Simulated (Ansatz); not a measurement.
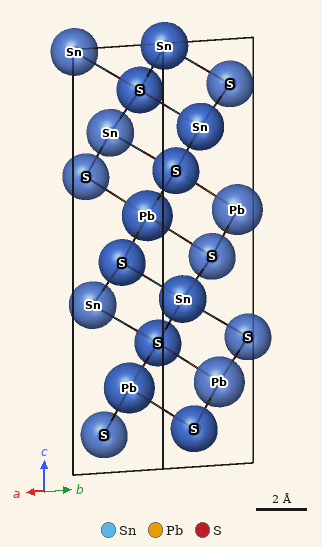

Figure. Sn3Pb2S5. Isosurface of the valence pseudo-density at 0.6 e/Å³ (blue), seen along [110]. Sticks mark near contacts.

Space group Cm; a structure generated by program, which may or may not match a known phase.

Level of theory: DFT PBE, scalar-relativistic, plane waves, PAW (Ansatz).

Core electrons are frozen (PAW), and the valence fields are smoothed inside the atomic spheres.

**What does this surface tell about the bonding?**

At this value the density breaks into separate islands; it holds about 65 % of the electrons treated as valence (semicore included). It bridges none of the near contacts. It is pinched off along the sampled Sn–S (2.80 Å), Pb–S (2.92 Å), Sn–S (2.85 Å) and Sn–S (3.04 Å) contacts. On the grid the lowest density along these lines, outside the cores, is 0.28 e/Å³ (Sn–S, 2.80 Å), 0.24 e/Å³ (Pb–S, 2.92 Å), 0.26 e/Å³ (Sn–S, 2.85 Å) and 0.19 e/Å³ (Sn–S, 3.04 Å).

**What Bader charges does the calculation give?**

Electrons move from Sn and Pb towards S. Bader charges: Sn +1.02, Pb +0.97 and S −1.00 e.
